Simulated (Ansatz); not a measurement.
**CH$_{8}$B$_{2}$O$_{2}$Si: density, localisation and related maps**

Input

```
crystal:
  periodic: [false, false, false]
  atoms:
    - { symbol: B, position_ang: [-2.0821, 0.005, 0.8023] }
    - { symbol: O, position_ang: [-1.2126, 1.1427, 0.4834] }
    - { symbol: B, position_ang: [-0.562, 0.7658, -0.7702] }
    - { symbol: O, position_ang: [-1.0113, 1.1762, -2.0506] }
    - { symbol: Si, position_ang: [1.1955, -0.1468, -0.7128] }
    - { symbol: C, position_ang: [1.6837, -0.4378, 1.0775] }
    - { symbol: H, position_ang: [-1.7551, -0.8398, 1.4875] }
    - { symbol: H, position_ang: [-3.2058, 0.1013, 0.3892] }
    - { symbol: H, position_ang: [-1.6496, 0.42, -2.2819] }
    - { symbol: H, position_ang: [1.0983, -1.4197, -1.3855] }
    - { symbol: H, position_ang: [2.1989, 0.7061, -1.3186] }
    - { symbol: H, position_ang: [0.9498, -1.1016, 1.578] }
    - { symbol: H, position_ang: [2.6267, -0.9232, 1.0889] }
    - { symbol: H, position_ang: [1.7126, 0.5226, 1.6416] }
basis:
  gaussian: { orbitals: def2-SVP }
hamiltonian:
  xc: revpbe
  dispersion: d4
relax:
  f_tol: 0.02
  max_steps: 50
output:
  orbitals: {}
```

Run with:

```sh
ansatz run input.yaml --threads 2 --pin off --max-ram 3072MiB --backend cpu --events-out ev --progress --plain --runs-dir out
```

The fields are those of the relaxed geometry.

All numbers below come from RKS revPBE-D4/def2-SVP (Ansatz).

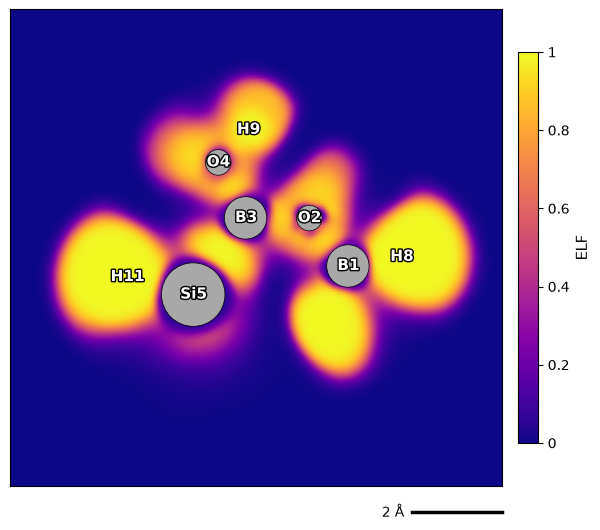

Figure 1. Electron localisation function on the plane of atoms B3, Si5 and H11. Grey discs cover the atomic cores.

What do the fields say about this system?

The section cuts through B, O, Si and H sites.
B–O (1.36 Å): the ELF peaks at about 0.90 between the atoms, as expected for a shared but strongly polarised pair.
Si–B (2.05 Å): the ELF peaks at about 1 between the atoms: localised, covalent bonding.
O–H (0.98 Å): the ELF climbs to about 1 towards the hydrogen, as it does in any bond to H: an ordinary covalent bond to hydrogen.
B–O (1.41 Å): the ELF peaks at about 0.90 between the atoms: a polar covalent bond.
B–H (1.22 Å): the ELF climbs to about 1 towards the hydrogen (an ordinary covalent bond to hydrogen).
The ELF also peaks beside O2 and O4, away from the bonds: lone-pair regions.

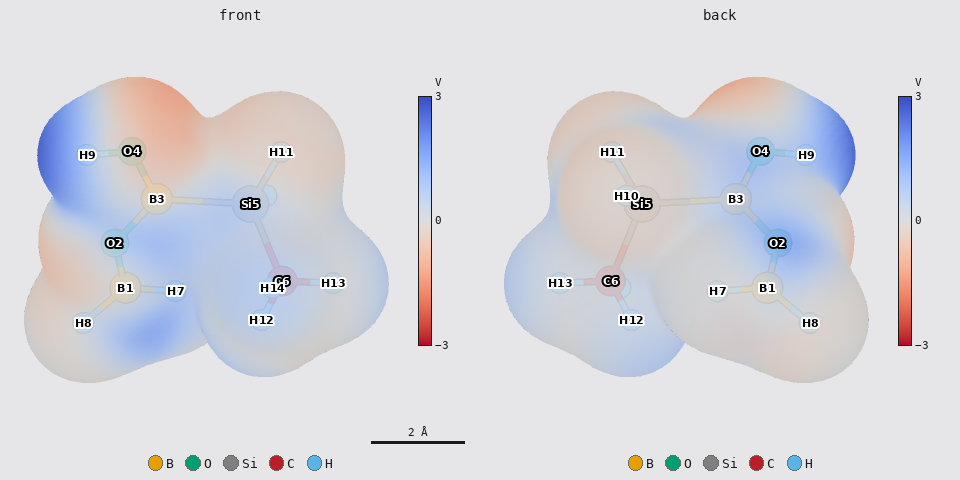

Figure 2. The electrostatic potential painted on the density surface at 0.002 e/bohr³, seen from the front and from behind; the colour scale runs from red (negative) to blue (positive).

Where is the surface potential most negative and most positive?

The most negative region (about −1.1 V, or −25 kcal/mol for a unit charge) lies over O4, the most positive (about +2.4 V, or +55 kcal/mol for a unit charge) over H9. O4 is the likeliest acceptor of a hydrogen bond.

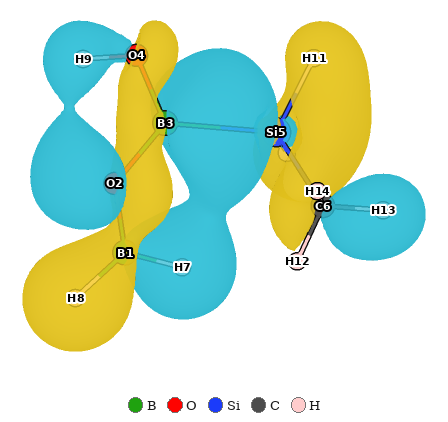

Figure 3. One frontier orbital at ±0.06 Å⁻³ᐟ² (yellow and cyan are the two phases), seen across its widest extent.

Which orbital is it: HOMO or LUMO?

The HOMO, at −6.61 eV. Its weight (Hirshfeld) is mainly on O2 (about 25 %), Si5 (about 25 %), B3 (about 20 %) and B1 (about 5 %).
